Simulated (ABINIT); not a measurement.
# AlBTe3 (Pm-3m): zone-centre phonons, part 3 of 4

Which modes does AlBTe3 (Pm-3m) have at the zone centre?

ABINIT 10.8.3; DFT LDA, scalar-relativistic, plane waves, PseudoDojo norm-conserving pseudopotentials.

So far. Step 5 (Self-consistent run for the response): The cell stands at -0.57 GPa: the relaxation ran with a smoothed and higher cutoff, and the difference is a stress of the finite basis. Step 6 (Zone-centre response): The acoustic modes at Γ come out as far as 3.6 cm⁻¹ from zero, where they should vanish, a small numerical error. The lowest optical mode is imaginary, 102i cm⁻¹, an instability at this level and on this k mesh. The relaxed cell has a = 4.809 Å (conventional setting).

The structure was built from a prototype and need not be the compound's stable phase.

## 7. Modes with the sum rule

anaddb reads the merged derivatives and imposes the acoustic sum rule.

File anaddb.abi:

```
ddb_filepath "gamma_DDB"
output_file "anaddb.abo"
outdata_prefix "anaddb"
asr 1
chneut 1
enunit 2
eivec 1
nph1l 1
qph1l 0.0 0.0 0.0 1.0
```

File mrgddb.in:

```
gamma_DDB
merged
2
dfpt_gammao_DDB
gso_DDB
```

Started as:

```
> mrgddb < mrgddb.in > mrgddb.log
> OMP_NUM_THREADS=1 anaddb anaddb.abi > anaddb.log
```

anaddb.abo, the main output file:

```text
-outvars_anaddb: echo values of input variables ----------------------

 Miscellaneous information :
      enunit         2
       eivec         1
         asr         1
 First list of wavevector (reduced coord.) :
       nph1l         1
       qph1l
                     0.00000000E+00  0.00000000E+00  0.00000000E+00    1.000E+00

================================================================================

 read the DDB information and perform some checks

  ==== Info on the Cryst% object ====
 Real(R)+Recip(G) space primitive vectors, cartesian coordinates (Bohr,Bohr^-1):
 R(1)=  9.0875076  0.0000000  0.0000000  G(1)=  0.1100412  0.0000000  0.0000000
 R(2)=  0.0000000  9.0875076  0.0000000  G(2)=  0.0000000  0.1100412  0.0000000
 R(3)=  0.0000000  0.0000000  9.0875076  G(3)=  0.0000000  0.0000000  0.1100412
 Unit cell volume ucvol=  7.5047176E+02 bohr^3
 Angles (23,13,12)=  9.00000000E+01  9.00000000E+01  9.00000000E+01 degrees
 Time-reversal symmetry is present
 Reduced atomic positions [iatom, xred, symbol]:
    1)    0.0000000  0.0000000  0.0000000  Al
    2)    0.5000000  0.5000000  0.5000000   B
    3)    0.5000000  0.5000000  0.0000000  Te
    4)    0.5000000  0.0000000  0.5000000  Te
    5)    0.0000000  0.5000000  0.5000000  Te

 DDB file with 3 blocks has been read.

================================================================================

 Treat the first list of vectors

  Phonon wavevector (reduced coordinates) :  0.00000  0.00000  0.00000
 Phonon energies in Hartree :
  -4.659160E-04 -4.659160E-04 -4.659160E-04  0.000000E+00  0.000000E+00
   0.000000E+00  1.389135E-04  1.389135E-04  1.389135E-04  3.325871E-04
   3.325871E-04  3.325871E-04  1.000882E-03  1.000882E-03  1.000882E-03
 Phonon energies in meV     :
- -1.267822E+01 -1.267822E+01 -1.267822E+01  0.000000E+00  0.000000E+00
-  0.000000E+00  3.780029E+00  3.780029E+00  3.780029E+00  9.050156E+00
-  9.050156E+00  9.050156E+00  2.723539E+01  2.723539E+01  2.723539E+01
 Phonon frequencies in cm-1    :
- -1.022568E+02 -1.022568E+02 -1.022568E+02  0.000000E+00  0.000000E+00
-  0.000000E+00  3.048799E+01  3.048799E+01  3.048799E+01  7.299443E+01
-  7.299443E+01  7.299443E+01  2.196683E+02  2.196683E+02  2.196683E+02
 Phonon frequencies in Thz     :
- -3.065580E+00 -3.065580E+00 -3.065580E+00  0.000000E+00  0.000000E+00
-  0.000000E+00  9.140070E-01  9.140070E-01  9.140070E-01  2.188318E+00
-  2.188318E+00  2.188318E+00  6.585489E+00  6.585489E+00  6.585489E+00
 Phonon energies in Kelvin  :
- -1.471247E+02 -1.471247E+02 -1.471247E+02  0.000000E+00  0.000000E+00
-  0.000000E+00  4.386542E+01  4.386542E+01  4.386542E+01  1.050227E+02
-  1.050227E+02  1.050227E+02  3.160536E+02  3.160536E+02  3.160536E+02

 Eigendisplacements
 (will be given, for each mode : in cartesian coordinates
   for each atom the real part of the displacement vector,
   then the imaginary part of the displacement vector - absolute values smaller than 1.0d-7 are set to zero)
  Mode number    1   Energy   -4.659160E-04
 Attention : low frequency mode.
   (Could be unstable or acoustic mode)
-  1  0.00000000E+00  0.00000000E+00 -4.30406365E-03
-     0.00000000E+00  0.00000000E+00  0.00000000E+00
-  2  0.00000000E+00  0.00000000E+00 -3.66362142E-04
-     0.00000000E+00  0.00000000E+00  0.00000000E+00
-  3  0.00000000E+00  0.00000000E+00  8.95040973E-05
-     0.00000000E+00  0.00000000E+00  0.00000000E+00
-  4  0.00000000E+00  0.00000000E+00  4.25824882E-04
-     0.00000000E+00  0.00000000E+00  0.00000000E+00
-  5  0.00000000E+00  0.00000000E+00  4.25824882E-04
-     0.00000000E+00  0.00000000E+00  0.00000000E+00
  Mode number    2   Energy   -4.659160E-04
 Attention : low frequency mode.
   (Could be unstable or acoustic mode)
-  1  0.00000000E+00  4.30406365E-03  0.00000000E+00
-     0.00000000E+00  0.00000000E+00  0.00000000E+00
-  2  0.00000000E+00  3.66362142E-04  0.00000000E+00
-     0.00000000E+00  0.00000000E+00  0.00000000E+00
-  3  0.00000000E+00 -4.25824882E-04  0.00000000E+00
-     0.00000000E+00  0.00000000E+00  0.00000000E+00
-  4  0.00000000E+00 -8.95040973E-05  0.00000000E+00
-     0.00000000E+00  0.00000000E+00  0.00000000E+00
-  5  0.00000000E+00 -4.25824882E-04  0.00000000E+00
-     0.00000000E+00  0.00000000E+00  0.00000000E+00
  Mode number    3   Energy   -4.659160E-04
 Attention : low frequency mode.
   (Could be unstable or acoustic mode)
-  1  4.30406365E-03  0.00000000E+00  0.00000000E+00
-     0.00000000E+00  0.00000000E+00  0.00000000E+00
-  2  3.66362142E-04  0.00000000E+00  0.00000000E+00
-     0.00000000E+00  0.00000000E+00  0.00000000E+00
-  3 -4.25824882E-04  0.00000000E+00  0.00000000E+00
-     0.00000000E+00  0.00000000E+00  0.00000000E+00
-  4 -4.25824882E-04  0.00000000E+00  0.00000000E+00
-     0.00000000E+00  0.00000000E+00  0.00000000E+00
-  5 -8.95040973E-05  0.00000000E+00  0.00000000E+00
-     0.00000000E+00  0.00000000E+00  0.00000000E+00
  Mode number    4   Energy    0.000000E+00
 Attention : low frequency mode.
   (Could be unstable or acoustic mode)
-  1  0.00000000E+00  0.00000000E+00 -1.14205670E-03
-     0.00000000E+00  0.00000000E+00  0.00000000E+00
-  2  0.00000000E+00  0.00000000E+00 -1.14212620E-03
-     0.00000000E+00  0.00000000E+00  0.00000000E+00
-  3  0.00000000E+00  0.00000000E+00 -1.14206544E-03
-     0.00000000E+00  0.00000000E+00  0.00000000E+00
-  4  0.00000000E+00  0.00000000E+00 -1.14205589E-03
-     0.00000000E+00  0.00000000E+00  0.00000000E+00
-  5  0.00000000E+00  0.00000000E+00 -1.14205589E-03
-     0.00000000E+00  0.00000000E+00  0.00000000E+00
  Mode number    5   Energy    0.000000E+00
 Attention : low frequency mode.
   (Could be unstable or acoustic mode)
-  1  0.00000000E+00 -1.14205670E-03  0.00000000E+00
-     0.00000000E+00  0.00000000E+00  0.00000000E+00
-  2  0.00000000E+00 -1.14212620E-03  0.00000000E+00
-     0.00000000E+00  0.00000000E+00  0.00000000E+00
-  3  0.00000000E+00 -1.14205589E-03  0.00000000E+00
-     0.00000000E+00  0.00000000E+00  0.00000000E+00
-  4  0.00000000E+00 -1.14206544E-03  0.00000000E+00
-     0.00000000E+00  0.00000000E+00  0.00000000E+00
-  5  0.00000000E+00 -1.14205589E-03  0.00000000E+00
-     0.00000000E+00  0.00000000E+00  0.00000000E+00
  Mode number    6   Energy    0.000000E+00
 Attention : low frequency mode.
   (Could be unstable or acoustic mode)
-  1  1.14205670E-03  0.00000000E+00  0.00000000E+00
-     0.00000000E+00  0.00000000E+00  0.00000000E+00
-  2  1.14212620E-03  0.00000000E+00  0.00000000E+00
-     0.00000000E+00  0.00000000E+00  0.00000000E+00
-  3  1.14205589E-03  0.00000000E+00  0.00000000E+00
-     0.00000000E+00  0.00000000E+00  0.00000000E+00
-  4  1.14205589E-03  0.00000000E+00  0.00000000E+00
-     0.00000000E+00  0.00000000E+00  0.00000000E+00
-  5  1.14206544E-03  0.00000000E+00  0.00000000E+00
-     0.00000000E+00  0.00000000E+00  0.00000000E+00
  Mode number    7   Energy    1.389135E-04
-  1  0.00000000E+00  0.00000000E+00  0.00000000E+00
-     0.00000000E+00  0.00000000E+00  0.00000000E+00
-  2  0.00000000E+00  0.00000000E+00  0.00000000E+00
-     0.00000000E+00  0.00000000E+00  0.00000000E+00
-  3  0.00000000E+00  0.00000000E+00  0.00000000E+00
-     0.00000000E+00  0.00000000E+00  0.00000000E+00
-  4  0.00000000E+00  0.00000000E+00  1.46615408E-03
-     0.00000000E+00  0.00000000E+00  0.00000000E+00
-  5  0.00000000E+00  0.00000000E+00 -1.46615408E-03
-     0.00000000E+00  0.00000000E+00  0.00000000E+00
  Mode number    8   Energy    1.389135E-04
-  1  0.00000000E+00  0.00000000E+00  0.00000000E+00
-     0.00000000E+00  0.00000000E+00  0.00000000E+00
-  2  0.00000000E+00  0.00000000E+00  0.00000000E+00
-     0.00000000E+00  0.00000000E+00  0.00000000E+00
-  3  0.00000000E+00 -1.46615408E-03  0.00000000E+00
-     0.00000000E+00  0.00000000E+00  0.00000000E+00
-  4  0.00000000E+00  0.00000000E+00  0.00000000E+00
-     0.00000000E+00  0.00000000E+00  0.00000000E+00
-  5  0.00000000E+00  1.46615408E-03  0.00000000E+00
-     0.00000000E+00  0.00000000E+00  0.00000000E+00
  Mode number    9   Energy    1.389135E-04
-  1  0.00000000E+00  0.00000000E+00  0.00000000E+00
-     0.00000000E+00  0.00000000E+00  0.00000000E+00
-  2  0.00000000E+00  0.00000000E+00  0.00000000E+00
-     0.00000000E+00  0.00000000E+00  0.00000000E+00
-  3  1.46615408E-03  0.00000000E+00  0.00000000E+00
-     0.00000000E+00  0.00000000E+00  0.00000000E+00
-  4 -1.46615408E-03  0.00000000E+00  0.00000000E+00
-     0.00000000E+00  0.00000000E+00  0.00000000E+00
-  5  0.00000000E+00  0.00000000E+00  0.00000000E+00
-     0.00000000E+00  0.00000000E+00  0.00000000E+00
  Mode number   10   Energy    3.325871E-04
-  1  0.00000000E+00  0.00000000E+00 -7.07262547E-04
-     0.00000000E+00  0.00000000E+00  0.00000000E+00
-  2  0.00000000E+00  0.00000000E+00  3.67721026E-03
-     0.00000000E+00  0.00000000E+00  0.00000000E+00
-  3  0.00000000E+00  0.00000000E+00  1.36937527E-03
-     0.00000000E+00  0.00000000E+00  0.00000000E+00
-  4  0.00000000E+00  0.00000000E+00 -7.65703244E-04
-     0.00000000E+00  0.00000000E+00  0.00000000E+00
-  5  0.00000000E+00  0.00000000E+00 -7.65703244E-04
-     0.00000000E+00  0.00000000E+00  0.00000000E+00
  Mode number   11   Energy    3.325871E-04
-  1  0.00000000E+00  7.07262547E-04  0.00000000E+00
-     0.00000000E+00  0.00000000E+00  0.00000000E+00
-  2  0.00000000E+00 -3.67721025E-03  0.00000000E+00
-     0.00000000E+00  0.00000000E+00  0.00000000E+00
-  3  0.00000000E+00  7.65703244E-04  0.00000000E+00
-     0.00000000E+00  0.00000000E+00  0.00000000E+00
-  4  0.00000000E+00 -1.36937527E-03  0.00000000E+00
-     0.00000000E+00  0.00000000E+00  0.00000000E+00
-  5  0.00000000E+00  7.65703244E-04  0.00000000E+00
-     0.00000000E+00  0.00000000E+00  0.00000000E+00
  Mode number   12   Energy    3.325871E-04
-  1  7.07262547E-04  0.00000000E+00  0.00000000E+00
-     0.00000000E+00  0.00000000E+00  0.00000000E+00
-  2 -3.67721025E-03  0.00000000E+00  0.00000000E+00
-     0.00000000E+00  0.00000000E+00  0.00000000E+00
-  3  7.65703244E-04  0.00000000E+00  0.00000000E+00
-     0.00000000E+00  0.00000000E+00  0.00000000E+00
-  4  7.65703244E-04  0.00000000E+00  0.00000000E+00
-     0.00000000E+00  0.00000000E+00  0.00000000E+00
-  5 -1.36937527E-03  0.00000000E+00  0.00000000E+00
-     0.00000000E+00  0.00000000E+00  0.00000000E+00
  Mode number   13   Energy    1.000882E-03
-  1  0.00000000E+00  0.00000000E+00  4.68863372E-05
-     0.00000000E+00  0.00000000E+00  0.00000000E+00
-  2  0.00000000E+00  0.00000000E+00 -5.98182287E-03
-     0.00000000E+00  0.00000000E+00  0.00000000E+00
-  3  0.00000000E+00  0.00000000E+00  1.05437304E-03
-     0.00000000E+00  0.00000000E+00  0.00000000E+00
-  4  0.00000000E+00  0.00000000E+00 -2.78725401E-04
-     0.00000000E+00  0.00000000E+00  0.00000000E+00
-  5  0.00000000E+00  0.00000000E+00 -2.78725401E-04
-     0.00000000E+00  0.00000000E+00  0.00000000E+00
  Mode number   14   Energy    1.000882E-03
-  1  0.00000000E+00  4.68863372E-05  0.00000000E+00
-     0.00000000E+00  0.00000000E+00  0.00000000E+00
-  2  0.00000000E+00 -5.98182287E-03  0.00000000E+00
-     0.00000000E+00  0.00000000E+00  0.00000000E+00
-  3  0.00000000E+00 -2.78725401E-04  0.00000000E+00
-     0.00000000E+00  0.00000000E+00  0.00000000E+00
-  4  0.00000000E+00  1.05437304E-03  0.00000000E+00
-     0.00000000E+00  0.00000000E+00  0.00000000E+00
-  5  0.00000000E+00 -2.78725401E-04  0.00000000E+00
-     0.00000000E+00  0.00000000E+00  0.00000000E+00
  Mode number   15   Energy    1.000882E-03
-  1  4.68863372E-05  0.00000000E+00  0.00000000E+00
-     0.00000000E+00  0.00000000E+00  0.00000000E+00
-  2 -5.98182287E-03  0.00000000E+00  0.00000000E+00
-     0.00000000E+00  0.00000000E+00  0.00000000E+00
-  3 -2.78725401E-04  0.00000000E+00  0.00000000E+00
-     0.00000000E+00  0.00000000E+00  0.00000000E+00
-  4 -2.78725401E-04  0.00000000E+00  0.00000000E+00
-     0.00000000E+00  0.00000000E+00  0.00000000E+00
-  5  1.05437304E-03  0.00000000E+00  0.00000000E+00
-     0.00000000E+00  0.00000000E+00  0.00000000E+00

 Analysis of degeneracies and characters (maximum tolerance=1.00E-06 a.u.)
 For each vibration mode, or group of modes if degenerate,
 the characters are given for each symmetry operation (see the list in the log file).
 Symmetry characters of vibration mode #   1
       degenerate with vibration modes #   2 to    3
  3.0 -3.0 -1.0  1.0 -1.0  1.0 -1.0  1.0  1.0 -1.0 -1.0  1.0  1.0 -1.0 -1.0  1.0
  0.0 -0.0  0.0 -0.0 -0.0  0.0 -0.0  0.0  1.0 -1.0 -1.0  1.0 -1.0  1.0  1.0 -1.0
  0.0 -0.0 -0.0  0.0 -0.0  0.0  0.0 -0.0  1.0 -1.0  1.0 -1.0 -1.0  1.0 -1.0  1.0
 Symmetry characters of vibration mode #   4
       degenerate with vibration modes #   5 to    6
  3.0 -3.0 -1.0  1.0 -1.0  1.0 -1.0  1.0  1.0 -1.0 -1.0  1.0  1.0 -1.0 -1.0  1.0
 -0.0  0.0 -0.0  0.0  0.0 -0.0  0.0 -0.0  1.0 -1.0 -1.0  1.0 -1.0  1.0  1.0 -1.0
 -0.0  0.0  0.0 -0.0  0.0 -0.0 -0.0  0.0  1.0 -1.0  1.0 -1.0 -1.0  1.0 -1.0  1.0
 Symmetry characters of vibration mode #   7
       degenerate with vibration modes #   8 to    9
  3.0 -3.0 -1.0  1.0 -1.0  1.0 -1.0  1.0 -1.0  1.0  1.0 -1.0 -1.0  1.0  1.0 -1.0
  0.0 -0.0  0.0 -0.0 -0.0  0.0 -0.0  0.0 -1.0  1.0  1.0 -1.0  1.0 -1.0 -1.0  1.0
  0.0 -0.0 -0.0  0.0 -0.0  0.0  0.0 -0.0 -1.0  1.0 -1.0  1.0  1.0 -1.0  1.0 -1.0
 Symmetry characters of vibration mode #  10
       degenerate with vibration modes #  11 to   12
  3.0 -3.0 -1.0  1.0 -1.0  1.0 -1.0  1.0  1.0 -1.0 -1.0  1.0  1.0 -1.0 -1.0  1.0
 -0.0  0.0 -0.0  0.0  0.0 -0.0  0.0 -0.0  1.0 -1.0 -1.0  1.0 -1.0  1.0  1.0 -1.0
 -0.0  0.0  0.0 -0.0  0.0 -0.0 -0.0  0.0  1.0 -1.0  1.0 -1.0 -1.0  1.0 -1.0  1.0
 Symmetry characters of vibration mode #  13
       degenerate with vibration modes #  14 to   15
  3.0 -3.0 -1.0  1.0 -1.0  1.0 -1.0  1.0  1.0 -1.0 -1.0  1.0  1.0 -1.0 -1.0  1.0
 -0.0  0.0 -0.0  0.0  0.0 -0.0  0.0 -0.0  1.0 -1.0 -1.0  1.0 -1.0  1.0  1.0 -1.0
 -0.0  0.0  0.0 -0.0  0.0 -0.0 -0.0  0.0  1.0 -1.0  1.0 -1.0 -1.0  1.0 -1.0  1.0
-
```

Run time: 0.51 s. Hardware: 1 thread of Arm Neoverse V1, shared host.

Numbers from this step:

```yaml
highest_optical_zone_centre_mode_no_lo_to_term: 219.7 cm⁻¹
```

No LO-TO term; unit eigenvectors of the mass-weighted matrix, from anaddb's displacements. Modes at Γ, with each element's share of the kinetic energy (negative means imaginary):

```
mode  frequency (cm⁻¹)  symmetry  Al %  B %  Te %
   1            -102.3       T1u    91    0     9
   2            -102.3       T1u    91    0     9
   3            -102.3       T1u    91    0     9
   4               0.0  acoustic     6    3    91
   5               0.0  acoustic     6    3    91
   6               0.0  acoustic     6    3    91
   7              30.5       T2u     0    0   100
   8              30.5       T2u     0    0   100
   9              30.5       T2u     0    0   100
  10              73.0       T1u     2   27    71
  11              73.0       T1u     2   27    71
  12              73.0       T1u     2   27    71
  13             219.7       T1u     0   71    29
  14             219.7       T1u     0   71    29
  15             219.7       T1u     0   71    29
```

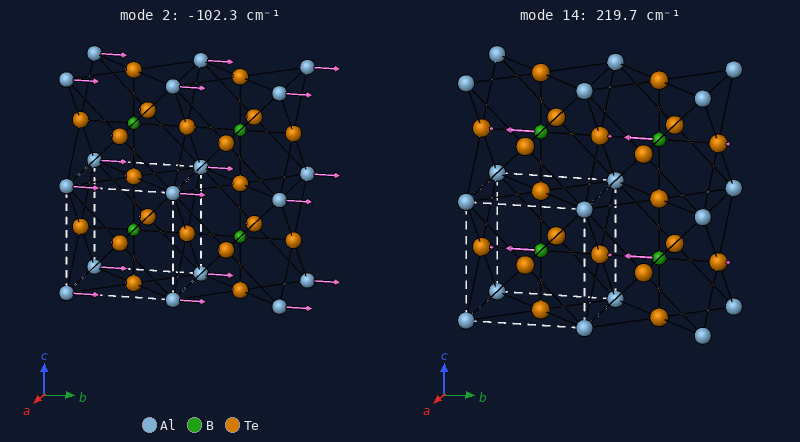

Displacement patterns of modes 2 and 14 at Γ; arrows are exaggerated. 1×2×2 cells are drawn. Some periodic images of atoms are drawn too.

The rule moves no optical mode by more than 0.2 cm⁻¹.

[end of part 3 of 4]

[Host names and launcher messages were left out of these logs when they were recorded.]

[Logs are printed without paths, hosts, clocks, repeated set-up lines and the standing remarks that a program may print on its own settings, such as how far it seeks lower states.]

[Hosts, paths, dates, database ids (printed as entryN), source tags and the programs' standing remarks are cut or masked in the printed files.]
